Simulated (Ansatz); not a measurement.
**GeCCl+ (singlet): correlated methods under varied settings**

What do other methods and options give for GeCCl+ (singlet) at this geometry, and how long do they take?

Method: the settings change from run to run; program: Ansatz 0.2.0, Gaussian basis.

20 further runs of the same task are left out: 8 that didn't finish, 12 set aside as unsound or not needed. Runs told in other sessions of the task aren't counted.

## (1) The geometry

The geometry is a PBE0/def2-TZVP stationary point (not a proven minimum) of the parent state, kept for this charge and spin. No spin-orbit coupling is included. The filled d shell of Ge may be among the frozen orbitals whatever the setting's name suggests.

3 atoms, charge 1, spin multiplicity 1.

Atoms are counted from 1 here; the program's logs count them from 0.

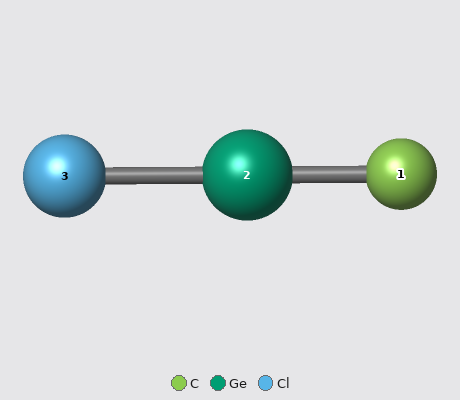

The geometry (carbon green, germanium teal, chlorine blue); atoms are numbered from 1 in the order of the file.

## (2) HF/cc-pVDZ

The input, in.yaml:

```yaml
crystal:
  periodic: [false, false, false]
  atoms:
    - {symbol: C, position_ang: [0.000000, 0.000000, -1.908300]}
    - {symbol: Ge, position_ang: [0.000000, 0.000000, -0.112300]}
    - {symbol: Cl, position_ang: [0.000000, 0.000000, 2.020600]}
basis:
  gaussian: {orbitals: cc-pVDZ}
total_charge: 1
magnetization: {spin_polarized: false}
hamiltonian: {xc: hf}
output: {forces: true, orbitals: {seedname: orbitals}}
```

Started as:

```sh
> ansatz run in.yaml --threads 1 --pin off --events-out ev --progress --plain --max-ram 2393MiB
```

The program printed:

```text
Functional definition: HF
  name "HF"
  cite "Fock, Z. Phys. 61, 126 (1930) doi:10.1007/BF01340294"
  parent pbe
  exchange = exact_x
  correlation = 0
656 factors; integrals over basis functions are off by at most 7.3e-4 eV
mean field evaluation 1: about -69990.7331 eV, gradient 2.2e1 eV
mean field evaluation 2: about -69990.8140 eV, gradient 2.2e1 eV
mean field evaluation 4: about -69992.6871 eV, gradient 1.8e0 eV
mean field evaluation 8: about -69992.7365 eV, gradient 2.9e-1 eV
mean field evaluation 16: about -69972.3399 eV, gradient 4.2e1 eV
mean field evaluation 32: about -69992.6868 eV, gradient 1.4e0 eV
mean field -69992.73915957 eV, -2572.1857213315 hartree, gradient 2.0e-5 eV, S^2 0.000000; 0 other end points of the search recorded, 0 dependent functions left out
the calculation of the forces begins
reference -69992.73915957 eV, -2572.1857213315 hartree; 27, 27 occupied and 32, 32 virtual orbitals, 656 factors
Total energy: -69992.73915957 eV, -2572.1857213315 hartree
Atom 0 at     0.000000     0.000000    -1.908300 Å, force    -0.000000    -0.000000    -2.844235 eV/Å
Atom 1 at     0.000000     0.000000    -0.112300 Å, force     0.000000     0.000000     4.648268 eV/Å
Atom 2 at     0.000000     0.000000     2.020600 Å, force    -0.000000    -0.000000    -1.804033 eV/Å
Dipole moment:     0.000000     0.000000    -0.180662 e Å
```

It took 1.4 s on 1 thread of Arm Neoverse V2, shared host.

## (3) BCCD on RHF/def2-mTZVP

in.yaml: that of step 2 with these lines changed.

```diff
@@ -7,6 +7,6 @@
 basis:
-  gaussian: {orbitals: cc-pVDZ}
+  gaussian: {orbitals: def2-mTZVP}
 total_charge: 1
 magnetization: {spin_polarized: false}
-hamiltonian: {xc: hf}
-output: {forces: true, orbitals: {seedname: orbitals}}
+correlation: {method: bccd, electrons: outside_noble_gas, diis_vectors: 4}
+scf: {omitted_lower_state_checks: [cluster_reference]}
```

The command is unchanged.

The program printed, shortened:

```text
Functional definition: HF
  name "HF"
  cite "Fock, Z. Phys. 61, 126 (1930) doi:10.1007/BF01340294"
  parent pbe
[...]
696 factors; integrals over basis functions are off by at most 1.1e-3 eV
[...]
mean field -69993.68095333 eV, -2572.2203316141 hartree, gradient 1.9e-6 eV, S^2 0.000000; 7 other end points of the search recorded, 0 dependent functions left out; unrestricted orbitals would lower it
20 core orbitals not correlated: weight in the atoms' cores, before any rotation towards them, 0.998 or more for the frozen orbitals, at most 0.001 for the correlated occupied ones
reference -69993.68095333 eV, -2572.2203316141 hartree; 7, 7 occupied and 50, 50 virtual orbitals, 696 factors
second order -8.70806731 eV of doubles, -0.00000000 eV of singles
cycle   1  -9.16545636 eV  change   -4.6e-1 eV  update   1.2e-1
[...]
cycle  19  -9.64193959 eV  change    4.8e-6 eV  update   1.0e-5
WARN: the results are in doubt because among natural orbitals full CI differs from the method by -0.113 eV
Total energy: -70003.32289292 eV, -2572.5746663585 hartree
In doubt: among natural orbitals full CI differs from the method by -0.113 eV
Checks for a lower state left out: cluster_reference
```

Run time: 5.5 s. Hardware: 1 thread of Arm Neoverse V2, shared host.

From the report: correlation -9.6419 eV; largest double amplitude 0.13. The program marks this result as in doubt; its last lines say why.

## (4) BCCD on RHF/cc-pVDZ

The input, in.yaml:

```yaml
crystal:
  periodic: [false, false, false]
  atoms:
    - {symbol: C, position_ang: [0.000000, 0.000000, -1.908300]}
    - {symbol: Ge, position_ang: [0.000000, 0.000000, -0.112300]}
    - {symbol: Cl, position_ang: [0.000000, 0.000000, 2.020600]}
basis:
  gaussian: {orbitals: cc-pVDZ}
total_charge: 1
magnetization: {spin_polarized: false}
hamiltonian: {pseudopotentials: {relativity: none}}
correlation: {method: bccd, electrons: outside_noble_gas, diis_vectors: 1}
output: {forces: true}
```

Same command.

The program printed, shortened:

```text
Functional definition: HF
  name "HF"
  cite "Fock, Z. Phys. 61, 126 (1930) doi:10.1007/BF01340294"
  parent pbe
[...]
656 factors; integrals over basis functions are off by at most 7.3e-4 eV
[...]
mean field -69992.73915957 eV, -2572.1857213315 hartree, gradient 1.9e-6 eV, S^2 0.000000; 7 other end points of the search recorded, 0 dependent functions left out; unrestricted orbitals would lower it
[...]
unrestricted determinant -69993.90605362 eV, -2572.2286038971 hartree, S^2 1.0088
20 core orbitals not correlated: weight in the atoms' cores, before any rotation towards them, 0.999 or more for the frozen orbitals, at most 0.001 for the correlated occupied ones
reference -69992.73915957 eV, -2572.1857213315 hartree; 7, 7 occupied and 32, 32 virtual orbitals, 656 factors
second order -8.35341926 eV of doubles, -0.00000000 eV of singles
cycle   1  -8.90307192 eV  change   -5.5e-1 eV  update   1.2e-1
[...]
cycle  45  -9.37794424 eV  change   -7.0e-7 eV  update   2.3e-6
WARN: the results are in doubt because among natural orbitals full CI differs from the method by -0.108 eV
[...]
Total energy: -70002.11710381 eV, -2572.5303544259 hartree
Atom 0 at     0.000000     0.000000    -1.908300 Å, force    -0.000000    -0.000000    -3.700696 eV/Å
Atom 1 at     0.000000     0.000000    -0.112300 Å, force    -0.000000     0.000000     4.922085 eV/Å
Atom 2 at     0.000000     0.000000     2.020600 Å, force    -0.000000     0.000000    -1.221389 eV/Å
Dipole moment:    -0.000000    -0.000000    -0.277739 e Å
In doubt: among natural orbitals full CI differs from the method by -0.108 eV
```

Run time: 8.5 s. Hardware: 1 thread of Arm Neoverse V2, shared host.

From the report: correlation -9.3779 eV; largest double amplitude 0.13. The program marks this result as in doubt; its last lines say why.

## (5) MP2 on RHF/cc-pVDZ

in.yaml: that of step 4 with these lines changed.

```diff
@@ -10,4 +10,3 @@
 magnetization: {spin_polarized: false}
-hamiltonian: {pseudopotentials: {relativity: none}}
-correlation: {method: bccd, electrons: outside_noble_gas, diis_vectors: 1}
-output: {forces: true}
+correlation: {method: mp2, electrons: valence}
+accuracy: high
```

The command is unchanged.

The program printed, shortened:

```text
Functional definition: HF
  name "HF"
  cite "Fock, Z. Phys. 61, 126 (1930) doi:10.1007/BF01340294"
  parent pbe
[...]
1183 factors; integrals over basis functions are off by at most 4.6e-9 eV
[...]
mean field -69992.73935638 eV, -2572.1857285643 hartree, gradient 3.2e-8 eV, S^2 0.000000; 7 other end points of the search recorded, 0 dependent functions left out; unrestricted orbitals would lower it
[...]
unrestricted determinant -69993.90626068 eV, -2572.2286115065 hartree, S^2 1.0088
15 core orbitals not correlated: weight in the atoms' cores, before any rotation towards them, 1.000 or more for the frozen orbitals, at most 0.000 for the correlated occupied ones
reference -69992.73935638 eV, -2572.1857285643 hartree; 12, 12 occupied and 32, 32 virtual orbitals, 1183 factors
second order -8.85236808 eV of doubles, -0.00000000 eV of singles
Total energy: -70001.59172446 eV, -2572.5110470908 hartree
```

It took 4.8 s on 1 thread of Arm Neoverse V2, shared host.

## (6) CCSD(T)/6-31G

in.yaml: that of step 5 with these lines changed.

```diff
@@ -7,6 +7,7 @@
 basis:
-  gaussian: {orbitals: cc-pVDZ}
+  gaussian: {orbitals: 6-31G}
 total_charge: 1
-magnetization: {spin_polarized: false}
-correlation: {method: mp2, electrons: valence}
+magnetization: {spin_polarized: true, initial_magnetization: 0}
+hamiltonian: {xc: {name: PBE0}}
+correlation: {method: ccsd_t, electrons: valence}
 accuracy: high
```

The command is unchanged.

The program printed, shortened:

```text
Functional definition: PBE0
  name "PBE0"
  cite "Adamo & Barone, J. Chem. Phys. 110, 6158 (1999) doi:10.1063/1.478522"
  cite "Perdew, Burke & Ernzerhof, Phys. Rev. Lett. 77, 3865 (1996) doi:10.1103/PhysRevLett.77.3865"
  parent pbe
[...]
907 factors; integrals over basis functions are off by at most 4.3e-9 eV
[...]
mean field -70040.02446735 eV, -2573.9234243414 hartree, gradient 3.1e-8 eV, S^2 1.000398; 6 other end points of the search recorded, 0 dependent functions left out
15 core orbitals not correlated: weight in the atoms' cores, before any rotation towards them, 1.000 or more for the frozen orbitals, at most 0.000 for the correlated occupied ones
reference -69982.68382457 eV, -2571.8161945863 hartree; 12, 12 occupied and 24, 24 virtual orbitals, 907 factors
second order -9.40016877 eV of doubles, -0.41004044 eV of singles
cycle   1  -8.72464732 eV  change     1.1e0 eV  update   1.7e-1
[...]
cycle  35  -9.41569715 eV  change   -1.0e-9 eV  update  7.6e-10
perturbative correction -0.49220551 eV, -0.0180882189 hartree
WARN: the results are in doubt because among natural orbitals full CI differs from the method by +0.511 eV
Total energy: -69992.59172723 eV, -2572.1803032932 hartree
In doubt: among natural orbitals full CI differs from the method by +0.511 eV
```

Run time: 25 s. Hardware: 1 thread of Arm Neoverse V2, shared host.

From the report: ⟨S²⟩ of the determinant 1.000 (pure singlet: 0.00); correlation -9.9079 eV; T1 0.010; largest double amplitude 0.16. The determinant of CCSD(T) (⟨S²⟩ 1.00) is far from a pure spin state, so its energy mixes those of several spin states; high orders of coupled cluster remove much of that, low ones don't. The orbitals are Kohn-Sham ones, so correlation energy and T1 don't compare with those on Hartree-Fock orbitals. Mind the lines of doubt at the end of the log.

## (7) CCSD(T) on RHF/cc-pVDZ

The input, in.yaml:

```yaml
crystal:
  periodic: [false, false, false]
  atoms:
    - {symbol: C, position_ang: [0.000000, 0.000000, -1.908300]}
    - {symbol: Ge, position_ang: [0.000000, 0.000000, -0.112300]}
    - {symbol: Cl, position_ang: [0.000000, 0.000000, 2.020600]}
basis:
  gaussian: {orbitals: cc-pVDZ}
total_charge: 1
magnetization: {spin_polarized: false}
correlation: {method: ccsd_t, electrons: all}
```

Same command.

The program printed, shortened:

```text
Functional definition: HF
  name "HF"
  cite "Fock, Z. Phys. 61, 126 (1930) doi:10.1007/BF01340294"
  parent pbe
[...]
656 factors; integrals over basis functions are off by at most 7.3e-4 eV
[...]
mean field -69992.73915957 eV, -2572.1857213315 hartree, gradient 1.9e-6 eV, S^2 0.000000; 7 other end points of the search recorded, 0 dependent functions left out; unrestricted orbitals would lower it
[...]
unrestricted determinant -69993.90605362 eV, -2572.2286038971 hartree, S^2 1.0088
reference -69992.73915957 eV, -2572.1857213315 hartree; 27, 27 occupied and 32, 32 virtual orbitals, 656 factors
second order -9.33638054 eV of doubles, -0.00000000 eV of singles
cycle   1  -9.74787564 eV  change   -4.1e-1 eV  update   1.2e-1
[...]
cycle  15  -10.33348670 eV  change   -8.5e-6 eV  update   1.8e-5
perturbative correction -0.52959253 eV, -0.0194621665 hartree
Total energy: -70003.60223880 eV, -2572.5849321301 hartree
```

Wall time 8.5 s (1 thread of Arm Neoverse V2, shared host).

From the report: correlation -10.8631 eV; T1 0.015; largest double amplitude 0.13.

## (8) MP2 on RHF/cc-pVDZ

in.yaml: that of step 7 with these lines changed.

```diff
@@ -10,2 +10,5 @@
 magnetization: {spin_polarized: false}
-correlation: {method: ccsd_t, electrons: all}
+correlation: {method: mp2, electrons: outside_noble_gas}
+accuracy: high
+scf: {lower_state_search: off}
+output: {forces: true}
```

The command is unchanged.

The program printed, shortened:

```text
Functional definition: HF
  name "HF"
  cite "Fock, Z. Phys. 61, 126 (1930) doi:10.1007/BF01340294"
  parent pbe
[...]
1183 factors; integrals over basis functions are off by at most 4.6e-9 eV
[...]
mean field -69992.73935638 eV, -2572.1857285643 hartree, gradient 3.2e-8 eV, S^2 0.000000; 0 other end points of the search recorded, 0 dependent functions left out; unrestricted orbitals would lower it
20 core orbitals not correlated: weight in the atoms' cores, before any rotation towards them, 0.999 or more for the frozen orbitals, at most 0.001 for the correlated occupied ones
reference -69992.73935638 eV, -2572.1857285643 hartree; 7, 7 occupied and 32, 32 virtual orbitals, 1183 factors
second order -8.35346223 eV of doubles, -0.00000000 eV of singles
[...]
Total energy: -70001.09281861 eV, -2572.4927126391 hartree
Atom 0 at     0.000000     0.000000    -1.908300 Å, force     0.000000    -0.000000    -3.770828 eV/Å
Atom 1 at     0.000000     0.000000    -0.112300 Å, force    -0.000000     0.000000     4.997839 eV/Å
Atom 2 at     0.000000     0.000000     2.020600 Å, force    -0.000000    -0.000000    -1.227010 eV/Å
Dipole moment:    -0.000000    -0.000000    -0.280312 e Å
Checks for a lower state left out: starts, cluster_reference, orbital_swaps, neighbouring_geometries, increment
```

Run time: 3.6 s. Hardware: 1 thread of Arm Neoverse V2, shared host.

## (9) BCCD on RHF/6-31G

in.yaml: that of step 8 with these lines changed.

```diff
@@ -7,7 +7,6 @@
 basis:
-  gaussian: {orbitals: cc-pVDZ}
+  gaussian: {orbitals: 6-31G, point_charges: [{charge: 0.50, position_ang: [3.444, 0.162, 0.165]}]}
 total_charge: 1
 magnetization: {spin_polarized: false}
-correlation: {method: mp2, electrons: outside_noble_gas}
-accuracy: high
+correlation: {method: bccd, electrons: all}
 scf: {lower_state_search: off}
```

Same command.

The program printed, shortened:

```text
Functional definition: HF
  name "HF"
  cite "Fock, Z. Phys. 61, 126 (1930) doi:10.1007/BF01340294"
  parent pbe
[...]
520 factors; integrals over basis functions are off by at most 3.0e-4 eV
[...]
mean field -69980.30870857 eV, -2571.7289106832 hartree, gradient 2.9e-6 eV, S^2 0.000000; 0 other end points of the search recorded, 0 dependent functions left out; unrestricted orbitals would lower it
reference -69980.30870857 eV, -2571.7289106832 hartree; 27, 27 occupied and 24, 24 virtual orbitals, 520 factors
second order -10.66517786 eV of doubles, -0.00000000 eV of singles
cycle   1  -10.12369758 eV  change    5.4e-1 eV  update   1.4e-1
[...]
cycle  24  -10.74353265 eV  change   -1.4e-7 eV  update   8.3e-8
[...]
Total energy: -69991.05224123 eV, -2572.1237282260 hartree
Atom 0 at     0.000000     0.000000    -1.908300 Å, force    -0.063138    -0.002970    -4.365603 eV/Å
Atom 1 at     0.000000     0.000000    -0.112300 Å, force    -0.329454    -0.015497     3.573474 eV/Å
Atom 2 at     0.000000     0.000000     2.020600 Å, force    -0.078023    -0.003670     0.769633 eV/Å
Dipole moment:    -0.148348    -0.006978    -0.524731 e Å
Checks for a lower state left out: starts, cluster_reference, orbital_swaps, neighbouring_geometries, increment
```

Run time: 20 s. Hardware: 1 thread of Arm Neoverse V2, shared host.

From the report: correlation -10.7435 eV; largest double amplitude 0.16.

## (10) CCSD on UHF/cc-pVDZ

The input, in.yaml:

```yaml
crystal:
  periodic: [false, false, false]
  atoms:
    - {symbol: C, position_ang: [0.000000, 0.000000, -1.908300]}
    - {symbol: Ge, position_ang: [0.000000, 0.000000, -0.112300]}
    - {symbol: Cl, position_ang: [0.000000, 0.000000, 2.020600]}
basis:
  gaussian: {orbitals: cc-pVDZ}
total_charge: 1
magnetization: {spin_polarized: true, initial_magnetization: 0}
correlation: {method: ccsd, electrons: outside_noble_gas, diis_vectors: 12}
```

Same command.

The program printed, shortened:

```text
Functional definition: HF
  name "HF"
  cite "Fock, Z. Phys. 61, 126 (1930) doi:10.1007/BF01340294"
  parent pbe
[...]
656 factors; integrals over basis functions are off by at most 7.3e-4 eV
[...]
mean field -69993.90605362 eV, -2572.2286038971 hartree, gradient 7.2e-9 eV, S^2 1.008758; 32 other end points of the search recorded, 0 dependent functions left out
determinant -69993.90605362 eV, -2572.2286038971 hartree, with singles and doubles -70002.76542571 eV, -2572.5541798163 hartree
determinant -69993.01568168 eV, -2572.1958833318 hartree, with singles and doubles -70002.01622744 eV, -2572.5266472875 hartree
determinant -69992.88072393 eV, -2572.1909237259 hartree, with singles and doubles -70002.09938560 eV, -2572.5297032936 hartree
determinant -69992.73915957 eV, -2572.1857213315 hartree, with singles and doubles -70002.15967646 eV, -2572.5319189420 hartree
[...]
determinant -69991.22248482 eV, -2572.1299845625 hartree, with singles and doubles -69998.95281051 eV, -2572.4140687918 hartree
determinant -69990.95911656 eV, -2572.1203059577 hartree, with singles and doubles -69999.23036023 eV, -2572.4242685560 hartree
determinant -69990.91911400 eV, -2572.1188358906 hartree, with singles and doubles -69999.83219064 eV, -2572.4463854157 hartree
20 core orbitals not correlated: weight in the atoms' cores, before any rotation towards them, 0.999 or more for the frozen orbitals, at most 0.001 for the correlated occupied ones
reference -69993.90605362 eV, -2572.2286038971 hartree; 7, 7 occupied and 32, 32 virtual orbitals, 656 factors
second order -7.86987708 eV of doubles, -0.00000000 eV of singles
cycle   1  -8.86291554 eV  change   -3.5e-3 eV  update   6.1e-3
[...]
cycle  11  -8.87940004 eV  change   -1.8e-6 eV  update   4.8e-6
WARN: the results are in doubt because among natural orbitals full CI differs from the method by +0.568 eV
Total energy: -70002.78545366 eV, -2572.5549158298 hartree
In doubt: among natural orbitals full CI differs from the method by +0.568 eV
```

It took 50 s on 1 thread of Arm Neoverse V2, shared host.

From the report: ⟨S²⟩ of the determinant 1.009 (pure singlet: 0.00); correlation -8.8794 eV; T1 0.029; largest double amplitude 0.11. The determinant of CCSD (⟨S²⟩ 1.01) is far from a pure spin state, so its energy mixes those of several spin states; that is harmless only where they are near-degenerate. Mind the lines of doubt at the end of the log.

## (11) All runs side by side

 † marks a result that the program doubts.

```csv
level,correlated,functions,energy (eV),time
HF/cc-pVDZ,,59,-69992.7392,1.4 s
BCCD on RHF/def2-mTZVP †,outside noble gas,77,-70003.3229,5.5 s
BCCD on RHF/cc-pVDZ †,outside noble gas,59,-70002.1171,8.5 s
MP2 on RHF/cc-pVDZ,valence,59,-70001.5917,4.8 s
CCSD(T)/6-31G (on PBE0 orbitals) †,valence,51,-69992.5917,25 s
CCSD(T) on RHF/cc-pVDZ,all,59,-70003.6022,8.5 s
MP2 on RHF/cc-pVDZ,outside noble gas,59,-70001.0928,3.6 s
BCCD on RHF/6-31G (beside a point charge),all,51,-69991.0522,20 s
CCSD on UHF/cc-pVDZ †,outside noble gas,59,-70002.7855,50 s
```

## (12) What came out

| quantity | value |
| --- | --- |
| runs | 9 |
| quickest | HF/cc-pVDZ, 1.4 s |
| slowest | CCSD on UHF/cc-pVDZ †, 50 s |

**Reading.** Total energies in different bases, with other cores or another treatment of relativity can't be set against each other. «valence» and «outside noble gas» are the program's key words; the logs give how many orbitals each freezes, and for Ga to Kr the 3d shell needn't follow the word's plain sense. CCSD on UHF/cc-pVDZ † took 37 times as long as HF/cc-pVDZ; the jobs differ in more than the method.
